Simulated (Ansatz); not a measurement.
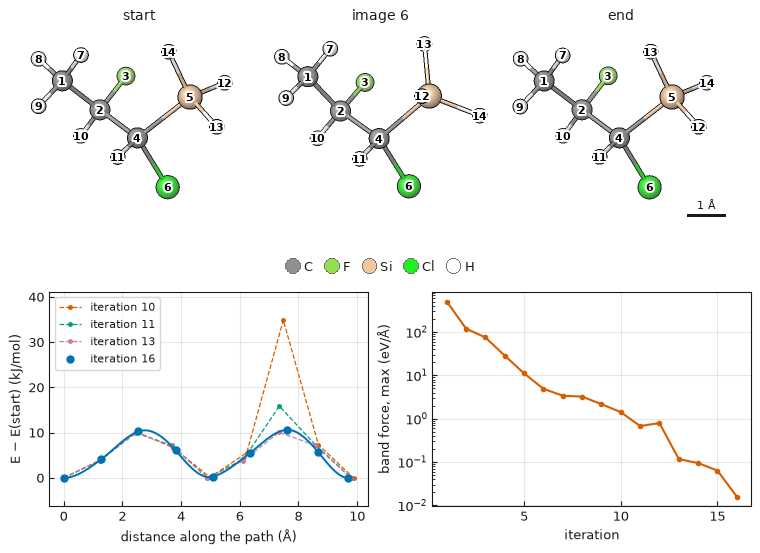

A nudged-elastic-band calculation for C3H8ClFSi. Images are numbered from 0 (start) to 8 (end). The plot follows the band through its iterations. Style: ball-and-stick. Shown from a free direction.

The calculation used RKS r2SCANh/6-31G* (Ansatz 0.2.0). Run with 7 movable images; climbing image; force threshold 0.05 eV/Å; iteration limit 44; starting path through a guess of the saddle point.

How did the profile develop, and is the result final?

The run is converged, with reservations. The band converged in 16 iterations. The largest component of the band force went from 500 to 0.016 eV/Å. The climbing image converged on the top of the path. Its vibrational analysis gives one imaginary mode (137i cm⁻¹), as a transition state must have. The first iteration put the highest image at 14716.9 kJ/mol. The barrier is about 10.6 kJ/mol in both directions, with image 6 at the top; the ends have the same energy. The profile has 2 maxima (images 2, 6) with a dip at image 4 (+0.3 kJ/mol), so the process runs in steps.
